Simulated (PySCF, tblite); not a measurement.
# C₄H₁₄NPSi₂: geometry, infrared bands and NMR shifts

What infrared bands and NMR shifts should C₄H₁₄NPSi₂ (`P[Si@@H]1CCCN[SiH2]C1`) show?

Programs: tblite 0.8.0 and PySCF 2.14.0, with density-fitted response routines of our own. Each step states its level of theory. These are calculated values for one molecule in the gas phase, unless marked as measured. Atoms count from 0, in the outputs and in this text.

**1. The molecule as given**

22 atoms, charge 0, multiplicity 1; geometry from: force field or distance geometry start.

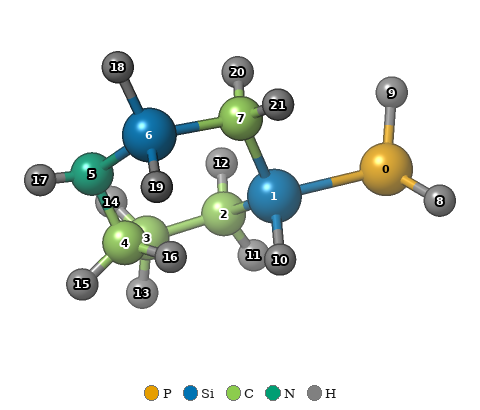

The starting geometry (phosphorus amber, silicon blue, carbon green, nitrogen teal, hydrogen grey), atoms numbered; sticks join atoms by distance.

**2. Geometry optimisation with GFN2-xTB**

The job: settings as JSON, then the geometry in Å.

```
{"job": {"kind": "relax", "xc": "GFN2-xTB", "basis": "xTB"}, "charge": 0, "multiplicity": 1}
P      3.265100    -0.968700     0.116500
Si     1.143700    -0.324200     0.407500
C      0.132100    -1.645600    -0.388900
C     -1.353900    -1.462600    -0.234500
C     -1.763800    -0.237600     0.521400
N     -1.983800     0.810200    -0.460000
Si    -0.746400     2.075600    -0.111200
C      0.956000     1.352700    -0.366000
H      4.064300    -0.703800     1.284700
H      3.763000    -0.362700    -1.085000
H      0.921600    -0.215200     1.856900
H      0.444500    -2.618500     0.048300
H      0.353100    -1.633300    -1.459700
H     -1.731800    -2.355400     0.319000
H     -1.809600    -1.501600    -1.244500
H     -2.734700    -0.429100     1.017900
H     -1.014000     0.026100     1.279600
H     -2.933500     1.211000    -0.393900
H     -0.950700     3.240700    -0.990100
H     -0.873100     2.489600     1.301300
H      1.138300     1.217300    -1.449000
H      1.703200     2.054500     0.028800
```

Launch:

```console
> OMP_NUM_THREADS=1 python probes_run.py task.json out
```

One launch serves the whole session: the jobs run in the order shown.

The log of the run:

```text
step      E/eV     max force
  0    -668.17584    2.651
  1    -668.52441    1.600
  2    -668.82395    1.396
  3    -669.03713    1.319
  4    -669.21331    0.838
  5    -669.26894    0.609
  6    -669.31849    0.375
  7    -669.33879    0.316
  8    -669.35772    0.313
  9    -669.37317    0.323
 10    -669.39552    0.437
 11    -669.42325    0.500
 12    -669.45171    0.353
 13    -669.47059    0.292
 14    -669.48130    0.227
 15    -669.49032    0.229
 16    -669.49703    0.167
 17    -669.50160    0.151
 18    -669.50488    0.136
 19    -669.50795    0.156
 20    -669.51116    0.174
 21    -669.51477    0.128
 22    -669.51837    0.124
 23    -669.52121    0.101
 24    -669.52301    0.086
 25    -669.52429    0.066
 26    -669.52540    0.072
 27    -669.52659    0.079
 28    -669.52770    0.076
 29    -669.52869    0.080
 30    -669.52953    0.070
 31    -669.53039    0.085
 32    -669.53125    0.097
 33    -669.53209    0.070
 34    -669.53283    0.084
 35    -669.53360    0.067
 36    -669.53438    0.099
 37    -669.53530    0.115
 38    -669.53619    0.089
 39    -669.53710    0.139
 40    -669.53783    0.073
 41    -669.53876    0.070
 42    -669.53947    0.071
 43    -669.54019    0.067
 44    -669.54089    0.084
 45    -669.54165    0.097
 46    -669.54262    0.087
 47    -669.54371    0.080
 48    -669.54461    0.080
 49    -669.54483    0.173
 50    -669.54563    0.057
 51    -669.54604    0.066
 52    -669.54717    0.061
 53    -669.54784    0.070
 54    -669.54862    0.073
 55    -669.54918    0.079
 56    -669.54997    0.059
 57    -669.55081    0.077
 58    -669.55233    0.094
 59    -669.55436    0.105
 60    -669.55669    0.113
 61    -669.55874    0.114
 62    -669.56020    0.232
 63    -669.56171    0.186
 64    -669.56409    0.115
 65    -669.56907    0.102
 66    -669.57299    0.115
 67    -669.57657    0.200
 68    -669.58104    0.187
 69    -669.58806    0.172
 70    -669.59470    0.186
 71    -669.59700    0.277
 72    -669.60478    0.188
 73    -669.60861    0.153
 74    -669.61560    0.122
 75    -669.61963    0.142
 76    -669.62445    0.133
 77    -669.62706    0.102
 78    -669.62858    0.091
 79    -669.62984    0.118
 80    -669.63137    0.106
 81    -669.63323    0.104
 82    -669.63490    0.085
 83    -669.63632    0.071
 84    -669.63778    0.075
 85    -669.63916    0.087
 86    -669.64050    0.083
 87    -669.64180    0.073
 88    -669.64301    0.077
 89    -669.64402    0.061
 90    -669.64471    0.049
 91    -669.64518    0.042
 92    -669.64557    0.042
 93    -669.64602    0.048
 94    -669.64656    0.047
 95    -669.64714    0.049
 96    -669.64766    0.063
 97    -669.64810    0.060
 98    -669.64853    0.045
 99    -669.64900    0.050
100    -669.64951    0.051
101    -669.65003    0.062
102    -669.65056    0.053
103    -669.65111    0.045
104    -669.65162    0.044
105    -669.65204    0.047
106    -669.65238    0.050
107    -669.65274    0.050
108    -669.65321    0.047
109    -669.65385    0.045
110    -669.65459    0.063
111    -669.65530    0.057
112    -669.65584    0.042
113    -669.65622    0.037
114    -669.65654    0.042
115    -669.65687    0.037
116    -669.65719    0.034
117    -669.65744    0.032
118    -669.65761    0.021
119    -669.65773    0.027
120    -669.65784    0.028
121    -669.65798    0.025
122    -669.65812    0.025
123    -669.65825    0.023
124    -669.65833    0.022
125    -669.65839    0.021
126    -669.65845    0.024
127    -669.65851    0.025
128    -669.65857    0.025
129    -669.65864    0.028
130    -669.65873    0.032
131    -669.65882    0.027
132    -669.65889    0.015
133    -669.65893    0.017
134    -669.65897    0.018
135    -669.65901    0.016
136    -669.65905    0.014
137    -669.65910    0.019
138    -669.65915    0.018
139    -669.65921    0.015
140    -669.65928    0.020
141    -669.65935    0.021
142    -669.65945    0.023
143    -669.65958    0.024
144    -669.65970    0.023
145    -669.65981    0.020
146    -669.65991    0.022
147    -669.66002    0.026
148    -669.66013    0.024
149    -669.66021    0.016
150    -669.66026    0.014
151    -669.66030    0.016
152    -669.66033    0.018
153    -669.66038    0.020
154    -669.66043    0.018
155    -669.66046    0.012
156    -669.66049    0.013
157    -669.66052    0.017
158    -669.66055    0.018
159    -669.66059    0.017
160    -669.66063    0.015
161    -669.66066    0.010
162    -669.66070    0.018
163    -669.66075    0.021
164    -669.66080    0.019
165    -669.66084    0.016
166    -669.66088    0.016
167    -669.66092    0.015
168    -669.66096    0.011
169    -669.66099    0.013
170    -669.66101    0.011
171    -669.66102    0.009
```

Wall time 3.5 s (1 thread of Arm Neoverse N1, shared host); peak memory 0.18 GiB.

Step by step: (not every step is listed)

```csv
step,energy from step 0 (eV),largest force (eV/Å)
0,0.0000,2.6510
1,-0.3486,1.5997
2,-0.6481,1.3958
3,-0.8613,1.3192
4,-1.0375,0.8384
5,-1.0931,0.6087
6,-1.1427,0.3750
7,-1.1630,0.3161
8,-1.1819,0.3126
23,-1.3454,0.1007
38,-1.3604,0.0892
53,-1.3720,0.0698
68,-1.4052,0.1874
83,-1.4605,0.0707
98,-1.4727,0.0451
113,-1.4804,0.0366
128,-1.4827,0.0246
143,-1.4837,0.0235
158,-1.4847,0.0177
166,-1.4850,0.0161
167,-1.4851,0.0154
168,-1.4851,0.0108
169,-1.4851,0.0134
170,-1.4852,0.0107
171,-1.4852,0.0089
```

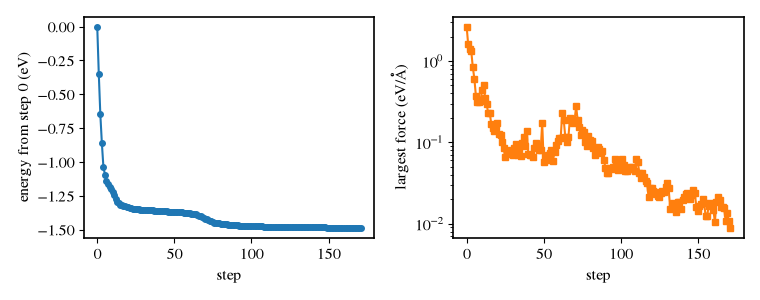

Energy and largest force along the relaxation.

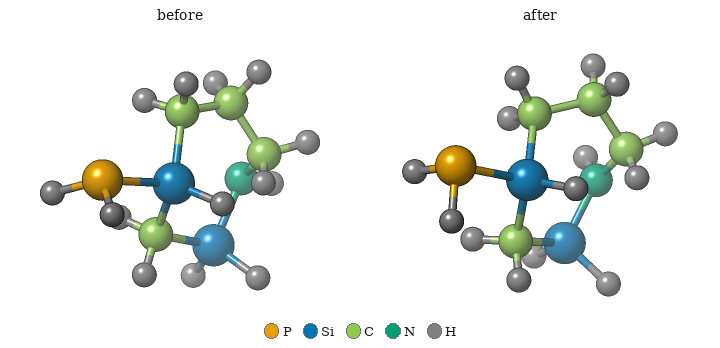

The geometry before (left) and after (right).

Distances of close pairs at the start and the end, largest changes first:

```csv
bond,before (Å),after (Å),change (Å)
N5–Si6,1.804,1.713,-0.091
Si1–C2,1.845,1.910,+0.065
P0–H8,1.440,1.380,-0.060
P0–H9,1.435,1.382,-0.053
Si1–C7,1.856,1.908,+0.052
Si6–C7,1.867,1.917,+0.050
C3–C4,1.497,1.533,+0.037
N5–H17,1.033,1.006,-0.026
```

The next job starts from the end point, and lists it.

**3. Vibrational analysis with GFN2-xTB**

The job: settings as JSON, then the geometry in Å.

```
{"job": {"kind": "ir", "xc": "GFN2-xTB", "basis": "xTB"}, "charge": 0, "multiplicity": 1}
P      3.302382    -1.266701     0.097075
Si     1.253925    -0.395920     0.477686
C      0.023076    -1.407946    -0.574579
C     -1.359449    -1.572625     0.050955
C     -1.948768    -0.264059     0.590723
N     -1.846941     0.847298    -0.319837
Si    -0.683531     2.095530    -0.165170
C      1.112214     1.440747    -0.019682
H      3.974916    -0.212957     0.682568
H      3.439105    -0.720360    -1.165271
H      1.028728    -0.594423     1.921926
H      0.429864    -2.399492    -0.782659
H     -0.086429    -0.910318    -1.540453
H     -1.305056    -2.280663     0.879701
H     -2.041512    -1.990498    -0.696239
H     -3.003656    -0.432694     0.847138
H     -1.426977     0.017313     1.506088
H     -2.333483     0.688816    -1.186483
H     -0.844183     2.908700    -1.371074
H     -0.980998     2.847428     1.061243
H      1.614769     1.567995    -0.980162
H      1.671594     2.054214     0.685655
```

The log of the run:

```text
mode    cm-1     km/mol
  1      49.9      2.53
  2      84.0      6.96
  3      96.9      0.89
  4     102.0      7.32
  5     149.5     26.69
  6     155.7      2.45
  7     189.5      1.42
  8     235.8     13.13
  9     275.3     36.90
 10     308.9      1.53
 11     353.5     33.37
 12     459.9     11.85
 13     489.9     63.15
 14     502.6     13.12
 15     566.8     66.69
 16     606.3     60.73
 17     622.6     23.17
 18     641.8     60.09
 19     669.1     33.92
 20     681.8     92.15
 21     701.3     99.49
 22     728.1     94.38
 23     732.2     57.21
 24     744.6    231.78
 25     754.9    292.65
 26     808.1    131.85
 27     841.2    170.19
 28     890.7     21.54
 29     944.3     53.83
 30    1006.3      0.78
 31    1028.2      7.93
 32    1092.7      4.45
 33    1127.2     21.10
 34    1129.1    102.88
 35    1151.5     13.16
 36    1160.6     23.34
 37    1187.1     80.51
 38    1247.7      7.22
 39    1294.8      0.24
 40    1332.5      6.96
 41    1346.5      3.90
 42    1384.4     71.38
 43    1455.2      1.22
 44    1472.6      1.34
 45    1486.6      1.63
 46    1494.3      0.11
 47    2143.9    206.13
 48    2200.0    368.27
 49    2249.9    357.32
 50    2305.4    151.15
 51    2396.8    159.55
 52    2883.6     84.98
 53    2940.9     50.88
 54    2960.3     26.32
 55    2963.6     26.02
 56    2976.9     34.30
 57    2983.5     43.04
 58    2987.9     25.78
 59    2990.6     65.97
 60    3474.8      2.38
```

Wall time 2.3 s (1 thread of Arm Neoverse N1, shared host); peak memory 0.18 GiB.

Which atoms move in the most intense modes:

```csv
cm⁻¹,km/mol,atoms
745,231.8,"H19 29 %, H18 11 %, C2 11 %, H11 11 %"
755,292.6,"H19 44 %, H18 40 %"
841,170.2,"Si6 31 %, N5 21 %, C4 15 %"
2144,206.1,H10 96 %
2200,368.3,H19 96 %
2250,357.3,H18 96 %
2305,151.2,"H9 57 %, H8 39 %"
2397,159.6,"H8 58 %, H9 39 %"
```

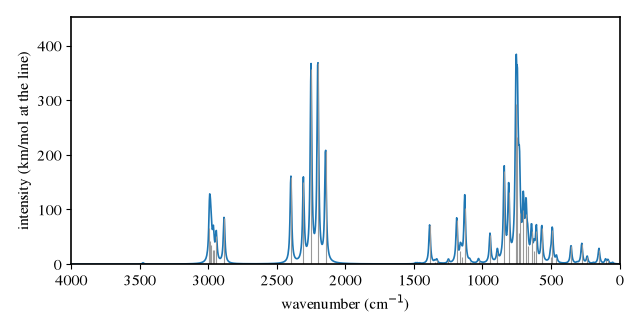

The infrared spectrum from these modes, unscaled. Lines are broadened to a width of 14 cm⁻¹ (Lorentzian).

**4. Nuclear shieldings: PBE0/pcSseg-1**

Same as in step 3 but for these lines:

```diff
@@ -1,2 +1,2 @@
-{"job": {"kind": "ir", "xc": "GFN2-xTB", "basis": "xTB"}, "charge": 0, "multiplicity": 1}
+{"job": {"kind": "nmr", "xc": "PBE0", "basis": "pcSseg-1"}, "charge": 0, "multiplicity": 1}
 P      3.302382    -1.266701     0.097075
```

Level: GIAO PBE0/pcSseg-1 NMR shielding, non-relativistic, gas phase.

The log of the run:

```text
coarse grid: 18960 points
cycle   1  E = -1135.1700839899  dE =  6.611e-01  |g| = 5.421e-01  |ddm| = 4.208e+00
cycle   2  E = -1135.1355612858  dE =  3.452e-02  |g| = 6.646e-01  |ddm| = 1.121e+00
cycle   3  E = -1135.2414070487  dE = -1.058e-01  |g| = 6.977e-02  |ddm| = 6.929e-01
cycle   4  E = -1135.2424311903  dE = -1.024e-03  |g| = 2.722e-02  |ddm| = 1.127e-01
cycle   5  E = -1135.2425925798  dE = -1.614e-04  |g| = 7.472e-03  |ddm| = 3.288e-02
cycle   6  E = -1135.2426044351  dE = -1.186e-05  |g| = 2.534e-03  |ddm| = 1.035e-02
cycle   7  E = -1135.2426059996  dE = -1.565e-06  |g| = 3.285e-04  |ddm| = 3.610e-03
final grid: 166816 points
cycle   8  E = -1135.2873279993  dE = -4.905e-05  |g| = 8.763e-03  |ddm| = 3.812e-02
cycle   9  E = -1135.2873147621  dE =  1.324e-05  |g| = 1.140e-02  |ddm| = 1.890e-02
cycle  10  E = -1135.2873469952  dE = -3.223e-05  |g| = 7.230e-04  |ddm| = 1.132e-02
cycle  11  E = -1135.2873470968  dE = -1.016e-07  |g| = 2.739e-04  |ddm| = 1.035e-03
cycle  12  E = -1135.2873471122  dE = -1.542e-08  |g| = 7.201e-05  |ddm| = 2.960e-04
cycle  13  E = -1135.2873471133  dE = -1.096e-09  |g| = 2.001e-05  |ddm| = 9.340e-05
cycle  14  E = -1135.2873471134  dE = -9.618e-11  |g| = 3.781e-06  |ddm| = 2.992e-05
converged SCF energy = -1135.2873471134

GIAO shielding tensors (ppm)
atom      isotropic    diamagn.    paramagn.     s11        s22        s33       span
  0 P      592.525     967.620    -375.095    545.186    606.749    625.640     80.454
  1 Si     367.822     881.268    -513.447    327.273    365.087    411.104     83.831
  2 C      172.758     254.292     -81.533    158.841    171.829    187.605     28.764
  3 C      155.272     246.657     -91.385    143.459    158.445    163.913     20.454
  4 C      141.369     245.448    -104.079    115.415    146.377    162.314     46.899
  5 N      240.373     325.783     -85.410    209.200    241.281    270.639     61.440
  6 Si     386.269     880.177    -493.909    327.782    395.471    435.553    107.771
  7 C      178.803     260.716     -81.913    159.603    184.893    191.914     32.312
  8 H       30.699      30.466       0.233     25.471     27.991     38.636     13.166
  9 H       30.872      31.255      -0.383     26.073     28.792     37.751     11.678
 10 H       27.001      30.527      -3.526     23.658     26.404     30.941      7.283
 11 H       30.794      31.729      -0.935     24.553     30.483     37.346     12.793
 12 H       30.432      34.301      -3.868     27.578     29.346     34.372      6.794
 13 H       30.198      30.645      -0.447     25.677     28.353     36.563     10.886
 14 H       29.880      30.501      -0.620     24.493     27.916     37.232     12.739
 15 H       28.275      28.463      -0.188     21.808     27.429     35.587     13.779
 16 H       29.060      31.371      -2.310     26.415     27.955     32.811      6.396
 17 H       31.841      33.653      -1.812     23.703     29.349     42.471     18.769
 18 H       26.870      29.249      -2.379     22.736     25.187     32.687      9.950
 19 H       26.799      28.953      -2.154     21.701     25.629     33.066     11.365
 20 H       31.497      33.689      -2.192     26.711     30.664     37.117     10.405
 21 H       31.687      32.132      -0.445     26.867     29.169     39.026     12.159
```

Run time: 95 s. Hardware: 1 thread of Arm Neoverse N1, shared host; peak memory 1.1 GiB.

Shifts follow as δ = σ(reference) − σ, with reference shieldings (ppm) from runs at the same level and on the same kind of geometry: 1H TMS 31.72, 13C TMS 186.9, 29Si TMS 349.2, 15N NH3 267.7, 31P H3PO4 318.4. The references are single molecules in the gas phase, so shifts against H2O, NH3, PH3, H3PO4 or CFCl3 are not on the usual liquid scales and can be off by tens of ppm. Atoms listed in one row are averaged.

```csv
atoms,environment,σ (ppm),δ (ppm),δ scaled to CDCl3
C4,sp3 CH2 bonded to N,141.4,45.6,42.5
C3,sp3 CH2 in a ring,155.3,31.7,29.0
C2,sp3 CH2 bonded to Si,172.8,14.2,11.9
C7,sp3 CH2 bonded to 2 Si,178.8,8.1,6.0
H19,"hydrogen on a silicon bonded to C, N, in a 7-membered ring",26.80,4.92,–
H18,"hydrogen on a silicon bonded to C, N, in a 7-membered ring",26.87,4.85,–
H10,"hydrogen on a silicon bonded to 2 C, P, in a 7-membered ring",27.00,4.72,–
H15,hydrogen on an sp3 CH2 bonded to N,28.27,3.44,3.35
H16,hydrogen on an sp3 CH2 bonded to N,29.06,2.66,2.61
H14,hydrogen on an sp3 CH2 in a ring,29.88,1.84,1.84
H13,hydrogen on an sp3 CH2 in a ring,30.20,1.52,1.54
H12,hydrogen on an sp3 CH2 bonded to Si,30.43,1.28,1.32
"H8, H9",hydrogen on a phosphorus bonded to Si,30.79,0.93,–
H11,hydrogen on an sp3 CH2 bonded to Si,30.79,0.92,0.98
H20,hydrogen on an sp3 CH2 bonded to 2 Si,31.50,0.22,0.31
H21,hydrogen on an sp3 CH2 bonded to 2 Si,31.69,0.03,0.13
H17,"hydrogen on a nitrogen bonded to C, Si, in a 7-membered ring",31.84,-0.12,–
P0,"phosphorus bonded to Si, 2 H",592.5,-274.2,–
Si1,"silicon bonded to 2 C, P, H, in a 7-membered ring",367.8,-18.7,–
Si6,"silicon bonded to C, N, 2 H, in a 7-membered ring",386.3,-37.1,–
N5,"nitrogen bonded to C, Si, H, in a 7-membered ring",240.4,27.4,–
```

The scaled column applies a straight-line fit of computed shieldings to shifts measured in CDCl3 (root-mean-square error 0.16 ppm for H, 1.9 ppm for C).

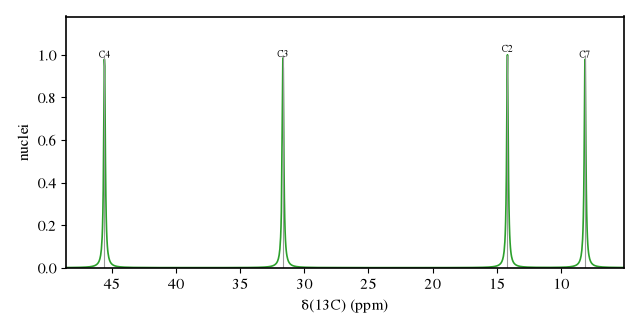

13C lines at the computed shifts, without couplings. Lines are broadened to a width of 0.15 ppm (Lorentzian).

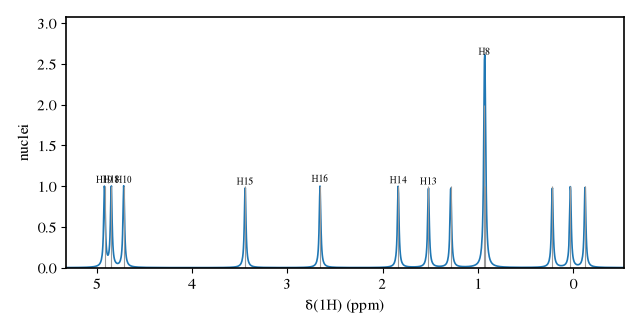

1H lines at the computed shifts, without couplings. Lines are broadened to a width of 0.02 ppm (Lorentzian).

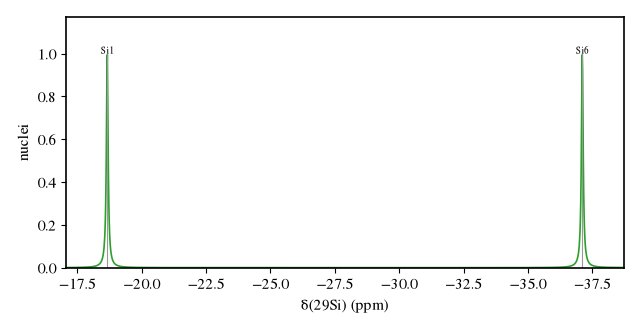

29Si lines at the computed shifts, without couplings. Lines are broadened to a width of 0.08 ppm (Lorentzian).

Charges from the same density, by scheme (e):

```csv
atoms,Mulliken,IAO,Hirshfeld,ESP fit
P0,-0.21,-0.11,-0.04,-0.44
Si1,0.55,0.72,0.31,0.50
C2,-0.53,-0.53,-0.16,-0.17
C3,-0.21,-0.26,-0.07,-0.26
C4,-0.05,-0.14,-0.02,0.24
N5,-0.67,-0.68,-0.24,-0.84
Si6,0.78,0.89,0.36,0.64
C7,-0.85,-0.85,-0.26,-0.51
```

Hirshfeld charges:

P0 -0.04; Si1 0.31; C2 -0.16; C3 -0.07; C4 -0.02; N5 -0.24; Si6 0.36; C7 -0.26; H8 -0.01; H9 -0.01; H10 -0.08; H11 0.04; H12 0.03; H13 0.04; H14 0.03; H15 0.04; H16 0.04; H17 0.11; H18 -0.08; H19 -0.09; H20 0.04; H21 0.04

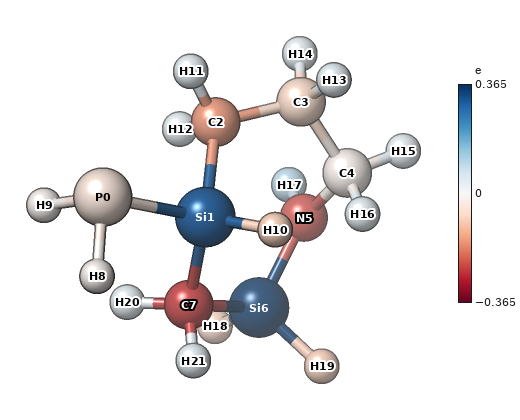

Hirshfeld charges, as colours on the atoms.

Mayer bond orders: P0–Si1 1.04, Si1–C2 0.89, C2–C3 1.04, C3–C4 1.04, C4–N5 0.96, N5–Si6 1.01, Si6–C7 0.85, C7–Si1 0.90.

Ring of atoms Si1, C2, C3, C4, N5, Si6, C7: NICS(0) -2.3, NICS(1) -2.5, NICS(1)zz 3.4 ppm (means of both faces).

**5. Results**

```
                                                              quantity                                                                              value
                             strongest single infrared mode (GFN2-xTB)                                                              2200 cm⁻¹, 368 km/mol
                                          zero-point energy (GFN2-xTB)                                                                     106.1 kcal/mol
                                13C shifts against TMS (PBE0/pcSseg-1)                                                          45.6, 31.7, 14.2, 8.1 ppm
1H shifts against TMS (PBE0/pcSseg-1, means over atoms taken as alike)  4.92, 4.85, 4.72, 3.44, 2.66, 1.84, 1.52, 1.28, 0.93, 0.92, 0.22, 0.03, -0.12 ppm
                              31P shifts against H3PO4 (PBE0/pcSseg-1)                                                                         -274.2 ppm
                               29Si shifts against TMS (PBE0/pcSseg-1)                                                                   -18.7, -37.1 ppm
                                15N shifts against NH3 (PBE0/pcSseg-1)                                                                           27.4 ppm
```

Relaxing lowered the energy by 1.485 eV in 171 steps; the close pair that moved most is N5–Si6, from 1.804 to 1.713 Å. No mode is imaginary among the 60: a minimum at this level. The strongest single mode, at 2200 cm⁻¹, moves mainly H19. GFN2-xTB is a fitted tight-binding method: band positions and strengths are rough. Its intensities can rank the bands wrongly. At PBE0/pcSseg-1: Shielding is most anisotropic at Si6 (span 108 ppm, paramagnetic term -494 ppm).
